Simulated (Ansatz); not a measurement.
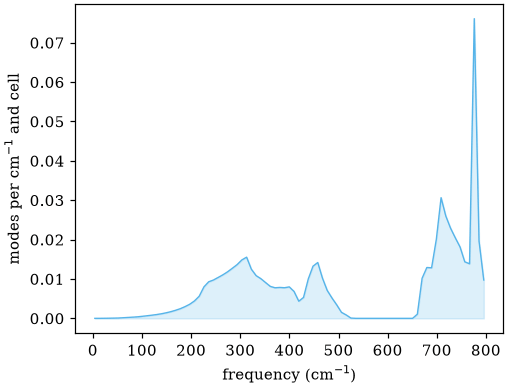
Phonon density of states of zinc blende BP; finite displacements on a 8×8×8 mesh, PBE in Ansatz (a program for electronic structure), k mesh 8×8×8

Dynamical quadrupoles are not included in the interpolation of the phonons between the solved wave vectors.

Task: Where is the tallest peak, and is there a gap in the spectrum?

Result: The tallest peak lies near 780 cm⁻¹. There is at least one gap; the lowest begins near 530 cm⁻¹.
